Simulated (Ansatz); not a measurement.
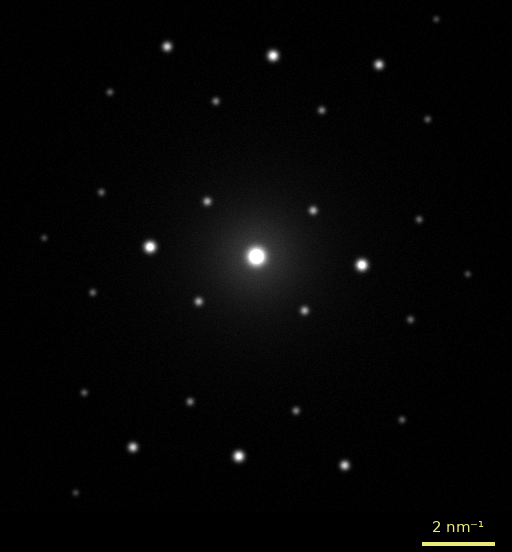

Kinematic zone-axis pattern, calculated for 80 keV electrons with B = 1 Å².

> What net do the spots form, and what spacings does it show?

The spots form a centred rectangular net with both shortest vectors at d = 4.92 Å, 86.8° apart.

> What is the point symmetry of the pattern, intensities included?

2mm. A zero-layer kinematic pattern is always centrosymmetric (Friedel's law).

> Which crystal and zone produced it?

This cannot be fixed from one zone alone; the pattern is [111] of CsH3Ir2, space group I4_1/amd (No. 141), a = 5.065 Å, c = 20.821 Å. The net vectors are -1 0 1 and 0 -1 1. Structure: the geometry relaxed with Ansatz 0.2.0, DFT, PAW plane waves, r2scan; the starting structure was generated, so it need not be a known form of this composition.
